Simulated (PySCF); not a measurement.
C2H7FS, SMILES `CS.CF`.

Method: PBE0/def2-TZVP; geometry: GFN2-xTB; program: PySCF. GFN2-xTB bond lengths at metals and heavier atoms can be off by up to 0.1 Å and shapes distorted, which carries into these values.

Input

```python
import numpy as np
from pyscf import gto, scf, dft
from pyscf.scf import atom_ks, atom_hf
from scipy.linalg import block_diag
from pyscf.dispersion import dftd3

def solve(mol, dm0=None, hcore=None):
    mf = (dft.UKS if mol.spin else dft.RKS)(mol, xc='pbe0')
    mf.grids.level = 3
    mf = mf.density_fit(auxbasis='def2-universal-jkfit')
    mf.conv_tol, mf.max_cycle = 1e-8, 80
    if hcore is not None:
        mf.get_hcore = lambda *args: hcore
    mf.kernel(dm0)
    if not mf.converged:
        mf = mf.newton().run(mf.mo_coeff, mf.mo_occ, max_cycle=30)
    assert mf.converged, 'SCF not converged'
    return mf

mol = gto.M(atom='''
C     -2.58411     0.54349     0.17531
S     -1.15877    -0.54769    -0.12035
H     -2.35848     1.22295     0.99132
H     -3.41504    -0.10010     0.44557
H     -2.81753     1.09166    -0.73230
H     -0.29309     0.42168    -0.40173
C      2.61978    -0.40122     0.19125
F      2.10842     0.81919    -0.15611
H      3.13240    -0.28971     1.14672
H      3.31447    -0.70811    -0.59051
H      1.78782    -1.10168     0.27219
''', basis='def2-tzvp', charge=0, spin=0, verbose=4)
mol_a = gto.M(atom='''
C     -2.58411     0.54349     0.17531
S     -1.15877    -0.54769    -0.12035
H     -2.35848     1.22295     0.99132
H     -3.41504    -0.10010     0.44557
H     -2.81753     1.09166    -0.73230
H     -0.29309     0.42168    -0.40173
ghost-C      2.61978    -0.40122     0.19125
ghost-F      2.10842     0.81919    -0.15611
ghost-H      3.13240    -0.28971     1.14672
ghost-H      3.31447    -0.70811    -0.59051
ghost-H      1.78782    -1.10168     0.27219
''', basis='def2-tzvp', charge=0, spin=0, verbose=4)
mol_b = gto.M(atom='''
ghost-C     -2.58411     0.54349     0.17531
ghost-S     -1.15877    -0.54769    -0.12035
ghost-H     -2.35848     1.22295     0.99132
ghost-H     -3.41504    -0.10010     0.44557
ghost-H     -2.81753     1.09166    -0.73230
ghost-H     -0.29309     0.42168    -0.40173
C      2.61978    -0.40122     0.19125
F      2.10842     0.81919    -0.15611
H      3.13240    -0.28971     1.14672
H      3.31447    -0.70811    -0.59051
H      1.78782    -1.10168     0.27219
''', basis='def2-tzvp', charge=0, spin=0, verbose=4)
ab, a, b = solve(mol), solve(mol_a), solve(mol_b)
e_int = ab.e_tot - a.e_tot - b.e_tot
print('counterpoise-corrected interaction energy / kcal/mol', e_int * 627.5095)
def disp(atoms, charge):
    m = gto.M(atom=atoms, charge=charge, basis='sto-3g', spin=None, unit='Bohr', verbose=0)
    return dftd3.DFTD3Dispersion(m, xc='pbe0', version='d3bj').get_dispersion()['energy']
e_disp = disp(mol._atom, mol.charge) - disp(mol._atom[:6], mol_a.charge) - disp(mol._atom[6:], mol_b.charge)
print('D3(BJ) part / kcal/mol', e_disp * 627.5095)
# spherically averaged free atoms, for the promolecule
atm = atom_ks.get_atm_nrks(mol, xc='pbe0')
pro = block_diag(*[(atm[a[0]][2] * atm[a[0]][3]) @ atm[a[0]][2].T for a in mol._atom])
np.savez('result.npz', e_int=e_int, e_disp=e_disp, dm_a=a.make_rdm1(), dm_b=b.make_rdm1(), c=ab.mo_coeff, occ=ab.mo_occ, eps=ab.mo_energy, pro=pro, d=[f.dip_moment(verbose=0) for f in (ab, a, b)])
```

Command:

```sh
OMP_NUM_THREADS=1 python input.py
```

The run took 45 s on 1 thread of Arm Neoverse V2, on a shared host, peak memory 0.74 GiB.

Partitions, critical points and surface values were worked out afterwards from this run's density.

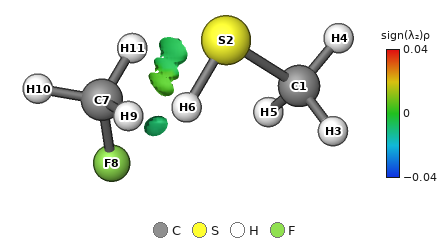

Non-covalent interaction surfaces between the fragments (reduced density gradient s = 0.4, coloured by sign(λ₂)ρ in a.u.; trimmed to the region between the fragments where ρ is under 0.06 a.u.). Fragment A: H4CS (atoms 1–6); fragment B: H3CF.

**Interpret the surfaces between the fragments.**

Bond critical points between the fragments: H6···F8, hydrogen bond, 2.45 Å, ρ = 0.008 a.u.; S2···H11, weak C–H hydrogen bond, 3.02 Å, ρ = 0.005 a.u. All are weak and appear green, as weak hydrogen bonds do. Several contacts close a ring, whose ring point adds a part with positive λ₂ between them. The pose is a local one from a semi-empirical search, not shown to be the most stable.

**How strongly are they bound?**

The counterpoise-corrected interaction energy of the frozen fragments is −1.2 kcal/mol without dispersion correction and −2.0 kcal/mol with D3(BJ). The pair geometry is semi-empirical, not a minimum at this level.
